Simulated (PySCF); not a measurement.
# [Ce(H2O)]3+: how settings move a single point

Aim: repeat the single point on relaxed [Ce(H2O)]3+ with altered settings, some of them bad on purpose. The structure is generated, not taken from experiment.

The runs use PySCF 2.14.0; TPSS, Ce lcecp-1-SVP with ECP47, O def2-SVP, H def2-SVP; scalar-relativistic core potentials, no spin–orbit coupling.

5 further runs of the same task are left out: 2 for a known fault of the program, 2 that didn't finish, 1 set aside as unsound or not needed.

**1. Where the work starts**

4 atoms, charge 3, spin multiplicity 1.

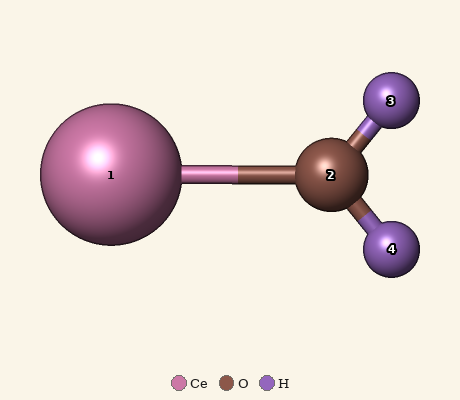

The structure; cerium pink, oxygen brown, hydrogen purple; atoms are numbered from 1 in the order of the file.

Coordinates:

```xyz
4

Ce    0.0000    0.0000   -0.1476
O     0.0000    0.0000    2.1711
H     0.7859    0.0000    2.8033
H    -0.7859    0.0000    2.8033
```

Formal oxidation states: Ce +3. Each metal's 1 4f electrons lie in its core potential, so multiplicities, spins and levels count the valence alone. An earlier session relaxed this geometry at TPSS, Ce lcecp-1-SVP with ECP47, O def2-SVP, H def2-SVP (singlet, point group C2v).

The sound run used a (50, 194) grid (finer on f atoms), a threshold of 1e-8 and at most 55 cycles, and ended at -107.336386 Eh.

**2. Altered run 1**

File run.py (the lines that set the calculation):

```python
mol = gto.M(atom='''
Ce     0.00000     0.00000    -0.14758
O      0.00000     0.00000     2.17110
H      0.78585     0.00000     2.80333
H     -0.78585     0.00000     2.80333''',
    basis={'Ce': 'lcecp-1-SVP', 'O': 'def2-SVP', 'H': 'def2-SVP'},
    ecp={'Ce': 'lcecp-1-SVP'},
    charge=3, spin=0)
mf = dft.RKS(mol, xc='TPSS')
mf.grids.atom_grid = (50, 194)  # f atoms: unpruned, at least (60, 302)
mf = mf.density_fit()  # fitting sets: Ce AutoAux, O def2-universal-JKFIT, H def2-universal-JKFIT
mf.conv_tol = 0.0001; mf.max_cycle = 55
mf.kernel(dm0)  # dm0: free metal ions and neutral atoms
```

Launch:

```console
> OMP_NUM_THREADS=2 python run.py
```

The log of the run:

```text
init E= -97.5411614167821
  HOMO = -1.48659385899423  LUMO = -1.0651042055204  gap/eV = 11.46932
cycle= 1 E= -104.615457688486  delta_E= -7.07  |g|= 3.49  |ddm|= 2.89
  HOMO = -0.786680390436551  LUMO = -0.782612905718226  gap/eV = 0.11068
cycle= 2 E= -92.2231733953546  delta_E= 12.4  |g|= 4.55  |ddm|=  5.4
  HOMO = -1.19542885293101  LUMO = -0.930360917973534  gap/eV = 7.21287
cycle= 3 E= -106.851446651182  delta_E= -14.6  |g|= 1.25  |ddm|= 4.99
  HOMO = -1.06785872954022  LUMO = -0.764132001789407  gap/eV = 8.26483
cycle= 4 E= -107.237296482468  delta_E= -0.386  |g|= 0.695  |ddm|=  1.8
  HOMO = -0.91762547469612  LUMO = -0.779404849612593  gap/eV = 3.76117
cycle= 5 E= -107.325371188843  delta_E= -0.0881  |g|= 0.194  |ddm|= 0.685
  HOMO = -0.947663122800368  LUMO = -0.755772382799493  gap/eV = 5.22161
cycle= 6 E= -107.335197427332  delta_E= -0.00983  |g|= 0.0698  |ddm|= 0.277
  HOMO = -0.940549914355664  LUMO = -0.761313634869814  gap/eV = 4.87727
cycle= 7 E= -107.336370052031  delta_E= -0.00117  |g|= 0.00841  |ddm|= 0.0583
  HOMO = -0.939874215901614  LUMO = -0.762153786728811  gap/eV = 4.83602
cycle= 8 E= -107.33638612483  delta_E= -1.61e-05  |g|= 0.00109  |ddm|= 0.00741
  HOMO = -0.939370807882892  LUMO = -0.762166622349973  gap/eV = 4.82197
Extra cycle  E= -107.336385257339  delta_E= 8.67e-07  |g|= 0.00233  |ddm|= 0.00233
converged SCF energy = -107.336385257339
```

Wall time 1.8 s (2 threads of Arm Neoverse V1, shared host).

Changed: the SCF threshold (0.0001). It converges in 8 cycles, at the sound run's energy within 0.001 eV, with a largest force component of 0.01 eV/Å. The result survives the change.

**3. Altered run 2**

run.py (the lines that set the calculation), as its differences from that of step 2:

```diff
@@ -9,5 +9,5 @@
 mf = dft.RKS(mol, xc='TPSS')
-mf.grids.atom_grid = (50, 194)  # f atoms: unpruned, at least (60, 302)
+mf.grids.atom_grid = (99, 590)  # f atoms: unpruned, at least (60, 302)
 mf = mf.density_fit()  # fitting sets: Ce AutoAux, O def2-universal-JKFIT, H def2-universal-JKFIT
-mf.conv_tol = 0.0001; mf.max_cycle = 55
+mf.conv_tol = 1e-08; mf.max_cycle = 55
 mf.kernel(dm0)  # dm0: free metal ions and neutral atoms
```

Launch:

```console
> OMP_NUM_THREADS=2 python run.py
```

The log of the run:

```text
init E= -97.5411984078258
  HOMO = -1.48660212973798  LUMO = -1.06510311370279  gap/eV = 11.46957
cycle= 1 E= -104.615498790229  delta_E= -7.07  |g|= 3.49  |ddm|= 2.89
  HOMO = -0.78670599491875  LUMO = -0.782639048831799  gap/eV = 0.11067
cycle= 2 E= -92.2213496261256  delta_E= 12.4  |g|= 4.55  |ddm|=  5.4
  HOMO = -1.19548740325174  LUMO = -0.930049754452405  gap/eV = 7.22293
cycle= 3 E= -106.852099296569  delta_E= -14.6  |g|= 1.25  |ddm|= 4.99
  HOMO = -1.06753333047654  LUMO = -0.764214066804659  gap/eV = 8.25374
cycle= 4 E= -107.237660101819  delta_E= -0.386  |g|= 0.694  |ddm|=  1.8
  HOMO = -0.917614984590742  LUMO = -0.779428195648065  gap/eV = 3.76025
cycle= 5 E= -107.32538011205  delta_E= -0.0877  |g|= 0.194  |ddm|= 0.684
  HOMO = -0.947666913738107  LUMO = -0.755802146700179  gap/eV = 5.22091
cycle= 6 E= -107.335225619639  delta_E= -0.00985  |g|= 0.0697  |ddm|= 0.277
  HOMO = -0.94055947267206  LUMO = -0.761335968817209  gap/eV = 4.87692
cycle= 7 E= -107.336394671936  delta_E= -0.00117  |g|= 0.00839  |ddm|= 0.0583
  HOMO = -0.939885749229596  LUMO = -0.762175692205813  gap/eV = 4.83574
cycle= 8 E= -107.336410683496  delta_E= -1.6e-05  |g|= 0.00109  |ddm|= 0.0074
  HOMO = -0.93970399858533  LUMO = -0.762150472774055  gap/eV = 4.83148
cycle= 9 E= -107.33641092786  delta_E= -2.44e-07  |g|= 3.76e-05  |ddm|= 0.000774
  HOMO = -0.939707647760869  LUMO = -0.762155180910434  gap/eV = 4.83145
cycle= 10 E= -107.336410928265  delta_E= -4.05e-10  |g|= 2.88e-06  |ddm|= 5.21e-05
  HOMO = -0.939708609662844  LUMO = -0.762155067806643  gap/eV = 4.83148
Extra cycle  E= -107.336410928265  delta_E= 2.84e-14  |g|= 3.26e-06  |ddm|= 7.68e-06
converged SCF energy = -107.336410928265
```

Run time: 6.1 s. Hardware: 2 threads of Arm Neoverse V1, shared host.

Changed: the integration grid, to (99, 590). It converges in 10 cycles, -0.001 eV from the sound run, with a largest force component of 0.00 eV/Å. The result survives the change.

**4. Altered run 3**

run.py (the lines that set the calculation), as its differences from that of step 3:

```diff
@@ -9,5 +9,5 @@
 mf = dft.RKS(mol, xc='TPSS')
-mf.grids.atom_grid = (99, 590)  # f atoms: unpruned, at least (60, 302)
+mf.grids.atom_grid = (50, 194)  # f atoms: unpruned, at least (60, 302)
 mf = mf.density_fit()  # fitting sets: Ce AutoAux, O def2-universal-JKFIT, H def2-universal-JKFIT
 mf.conv_tol = 1e-08; mf.max_cycle = 55
-mf.kernel(dm0)  # dm0: free metal ions and neutral atoms
+mf.kernel(dm0)  # dm0: smeared density
```

Launch:

```console
> OMP_NUM_THREADS=2 python run.py
```

The log of the run:

```text
init E= -107.31148199281
  HOMO = -0.960182221606601  LUMO = -0.754021750965175  gap/eV = 5.60991
cycle= 1 E= -107.333983272759  delta_E= -0.0225  |g|= 0.0936  |ddm|= 0.0983
  HOMO = -0.907049618080364  LUMO = -0.768634213909461  gap/eV = 3.76647
cycle= 2 E= -107.323115314603  delta_E= 0.0109  |g|= 0.246  |ddm|= 0.29
  HOMO = -0.938056400398526  LUMO = -0.763655365222864  gap/eV = 4.74569
cycle= 3 E= -107.33635958705  delta_E= -0.0132  |g|= 0.00856  |ddm|= 0.179
  HOMO = -0.939646891184392  LUMO = -0.762080656496466  gap/eV = 4.83182
cycle= 4 E= -107.336386186285  delta_E= -2.66e-05  |g|= 0.000882  |ddm|= 0.0135
  HOMO = -0.939682721200604  LUMO = -0.762115413764375  gap/eV = 4.83185
cycle= 5 E= -107.336386367041  delta_E= -1.81e-07  |g|= 9.48e-05  |ddm|= 0.000935
  HOMO = -0.939695830154665  LUMO = -0.762135133546196  gap/eV = 4.83167
cycle= 6 E= -107.336386369372  delta_E= -2.33e-09  |g|= 2.56e-05  |ddm|= 0.000145
  HOMO = -0.939699207969969  LUMO = -0.762131174672068  gap/eV = 4.83187
Extra cycle  E= -107.336386369345  delta_E= 2.69e-11  |g|= 2.99e-05  |ddm|= 5.41e-05
converged SCF energy = -107.336386369345
```

It took 1.7 s on 2 threads of Arm Neoverse V1, shared host.

Changed: the starting guess (smeared density). It converges in 6 cycles, at the sound run's energy within 0.001 eV, with a largest force component of 0.00 eV/Å. The result survives the change.

**5. Side by side**

| run | changed | ending | energy change (eV) | cycles | time | usable |
| --- | --- | --- | --- | --- | --- | --- |
| 1 | the SCF threshold | converged | 0.000 | 8 | 1.8 s | yes |
| 2 | the integration grid | converged | -0.001 | 10 | 6.1 s | yes |
| 3 | the starting guess | converged | 0.000 | 6 | 1.7 s | yes |

3 of 3 altered runs give a usable result. 
